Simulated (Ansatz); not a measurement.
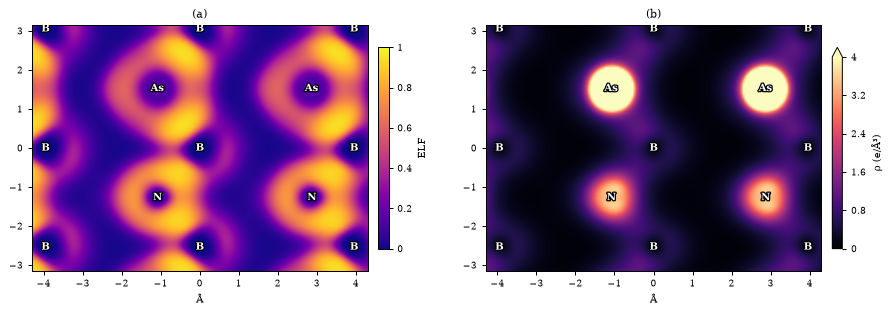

Figure 1: B4AsN3. (a) electron localisation function; (b) valence charge density (pseudo) on the (110) plane of the conventional cell.

Space group P-43m; started from the ordered alloy on zincblende lattice prototype, which need not be the ambient phase.

Theory: DFT, r2SCAN, plane waves, PAW in Ansatz.

The density is the valence pseudo-density of a PAW calculation; it isn't the true density close to the nuclei.

Input file:

```
crystal:
  lattice:
    - [3.9535267229, 0.0, 0.0]
    - [0.0, 3.9535267229, 0.0]
    - [0.0, 0.0, 3.9535267229]
  atoms:
    - { symbol: "N", position: [0.5, 0.0, 0.0] }
    - { symbol: B, position: [0.2269582761, 0.7730417239, 0.7730417239] }
    - { symbol: "N", position: [0.0, 0.5, 0.0] }
    - { symbol: B, position: [0.7730417239, 0.2269582761, 0.7730417239] }
    - { symbol: "N", position: [0.0, 0.0, 0.5] }
    - { symbol: B, position: [0.7730417239, 0.7730417239, 0.2269582761] }
    - { symbol: As, position: [0.5, 0.5, 0.5] }
    - { symbol: B, position: [0.2269582761, 0.2269582761, 0.2269582761] }
kpoints:
  mp_grid: { grid: [6, 6, 6] }
  band_path:
    path: [[0.0, 0.0, 0.0], [0.0, 0.5, 0.0], [0.5, 0.5, 0.0], [0.5, 0.5, 0.5]]
    npoints: 1
hamiltonian:
  xc: r2scan
scf:
  occupations: { method: fixed }
  n_extra_bands: 6
output:
  forces: true
  stress: true
  eigenvalues: true
  write_density: true
  write_potential: true
  elf: true
  volumetric_format: npy
```

Run with:

```sh
ansatz run input.yaml --threads 4 --pin off --max-ram 6451MiB --backend cpu --events-out ev --progress --plain --runs-dir out
```

Below, planes, directions and counts refer to the conventional cell (a = 3.95 Å, b = 3.95 Å, c = 3.95 Å, α = 90.00°, β = 90.00°, γ = 90.00°).

> Read the bonding off the picture.

- The plane passes through B, N and As nuclei.
- B–N (1.67 Å): ρ is about 1.2 e/Å³ halfway; the ELF peaks at about 0.90 between the atoms: a shared but strongly polarised pair.
- B–As (1.87 Å): the density is about 1.2 e/Å³ at the midpoint; the ELF peaks at about 0.95 between the atoms (a covalent bond).
- Between the atoms the lowest density in this plane is 0.06 e/Å³.
